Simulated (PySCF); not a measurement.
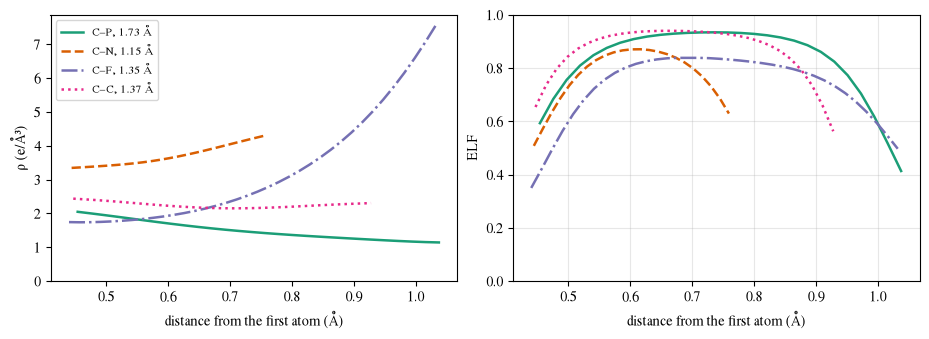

Figure. C7H5FNP. Total electron density and electron localisation function along straight lines between neighbouring atoms. The curves leave out the atomic cores.

Geometry: GFN2-xTB.

Computed with PBE0/pcSseg-1, SCF density, gas phase, non-relativistic (PySCF 2.14.0).

```yaml
atoms:
  - { symbol: C, position_ang: [0.2628, -1.9007, -0.0086] }
  - { symbol: C, position_ang: [-0.1018, -0.4506, 0.0034] }
  - { symbol: C, position_ang: [-1.4444, -0.0800, 0.0046] }
  - { symbol: F, position_ang: [-2.3504, -1.0856, -0.0014] }
  - { symbol: C, position_ang: [-1.9419, 1.2015, 0.0124] }
  - { symbol: P, position_ang: [-0.9702, 2.6387, 0.0215] }
  - { symbol: C, position_ang: [0.6020, 1.9187, 0.0106] }
  - { symbol: C, position_ang: [0.8719, 0.5538, 0.0018] }
  - { symbol: C, position_ang: [2.2427, 0.1874, -0.0122] }
  - { symbol: N, position_ang: [3.3608, -0.0642, -0.0252] }
  - { symbol: H, position_ang: [-0.3323, -2.4446, 0.7238] }
  - { symbol: H, position_ang: [0.0458, -2.3303, -0.9877] }
  - { symbol: H, position_ang: [1.3186, -2.0426, 0.2068] }
  - { symbol: H, position_ang: [-3.0180, 1.3138, 0.0151] }
  - { symbol: H, position_ang: [1.4500, 2.5928, 0.0132] }
```

**Compare the contacts.**

C–P (1.73 Å): the density is about 1.3 e/Å³ at the midpoint; the ELF peaks at about 0.95 between the atoms; localised, covalent bonding.
C–N (1.15 Å): the density is about 3.5 e/Å³ at the midpoint; the ELF peaks at about 0.85 between the atoms (a short, multiple covalent bond).
C–F (1.35 Å): ρ is about 2.2 e/Å³ halfway, with its minimum of 1.7 e/Å³ about 0.5 Å from C; the ELF peaks at about 0.85 between the atoms: a polar covalent bond.
C–C (1.37 Å): ρ at the midpoint is about 2.2 e/Å³; the ELF peaks at about 0.95 between the atoms, as expected for localised, covalent bonding.
